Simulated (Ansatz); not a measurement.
Generalised stacking fault of KCl (rock salt) on the {100} plane. The cell below holds the perfect crystal with the plane normal along z; tilting its third vector by the shift puts one fault into each cell, between planes 3.19 Å apart, at fixed cell height.

```yaml
crystal:
  lattice:
    - [4.51217, 0.00000, 0.00000]
    - [0.00000, 4.51217, 0.00000]
    - [2.25608, 2.25608, 9.57175]
  atoms:
    - { symbol: Cl, position: [0.00000, 0.00000, 0.83333] }
    - { symbol: Cl, position: [0.33333, 0.33333, 0.16667] }
    - { symbol: Cl, position: [0.66667, 0.66667, 0.50000] }
    - { symbol: K, position: [0.83333, 0.83333, 0.16667] }
    - { symbol: K, position: [0.16667, 0.16667, 0.50000] }
    - { symbol: K, position: [0.50000, 0.50000, 0.83333] }
```

In-plane vectors a = (4.512, 0.000) Å, b = (0.000, 4.512) Å, area 20.36 Å². The shift is s times the vector a (length 4.512 Å), so s = 1 restores the start. Atoms relax along the normal only. γ = [E(shift) − E(0)] / area.

These are PBE (plane waves to 420 eV, PAW, scalar-relativistic; Ansatz, a program for electronic structure) values and carry that method's errors. k mesh 6×6×6 (Γ-centred), Fermi-Dirac smearing 0.05 eV. Energies are extrapolated to zero smearing. Faults lie only 9.6 Å apart, and holding the cell height raises γ above its relaxed value. KCl was relaxed with its symmetry unable to fall. The zero of γ is zero shift.

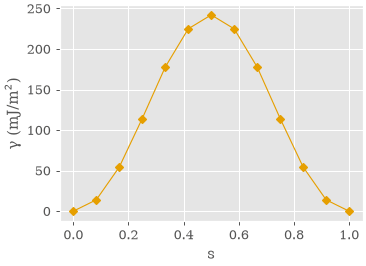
Figure: γ (mJ/m²) against s; markers are the computed points, lines only join them (the last repeats the first, one period on).

Q: Does γ have a local minimum between the ends of the line, and at which s?

A: No computed point is one.

Q: What is the highest γ among twelve even steps of s?

A: About 240 mJ/m².

(The slope of γ gives the shear force per area between the displaced halves; near zero shift its curvature is an elastic stiffness.)
